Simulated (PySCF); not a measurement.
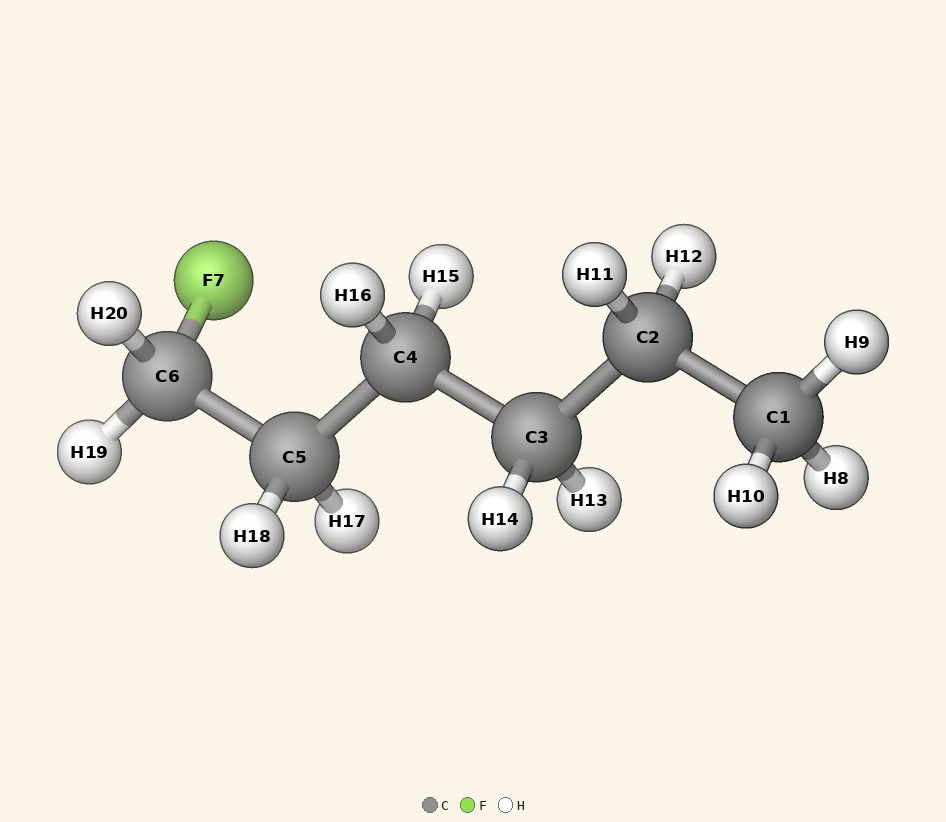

The geometry was computed by an optimisation with PBE0-D3(BJ)/def2-SVP. No frequency run is at hand to confirm it as a minimum. Level of theory: B3LYP/pcJ-0 indirect spin-spin coupling, non-relativistic, gas phase (PySCF 2.14.0). Isotopes: 13C, 19F, 1H.

Give the spin–spin coupling constants of these pairs, with the number of bonds between them: C6/F7, C5/F7, F7/H19, F7/H20, C4/F7, F7/H17, F7/H18.

```json
{"pair": "C6, F7", "bonds apart": "1", "J (Hz)": "−325.0"}
{"pair": "C5, F7", "bonds apart": "2", "J (Hz)": "11.0"}
{"pair": "F7, H19", "bonds apart": "2", "J (Hz)": "38.2"}
{"pair": "F7, H20", "bonds apart": "2", "J (Hz)": "38.5"}
{"pair": "C4, F7", "bonds apart": "3", "J (Hz)": "0.7"}
{"pair": "F7, H17", "bonds apart": "3", "J (Hz)": "8.0"}
{"pair": "F7, H18", "bonds apart": "3", "J (Hz)": "35.9"}
```

Density functionals are unreliable for couplings to fluorine, so those rows may be far off.
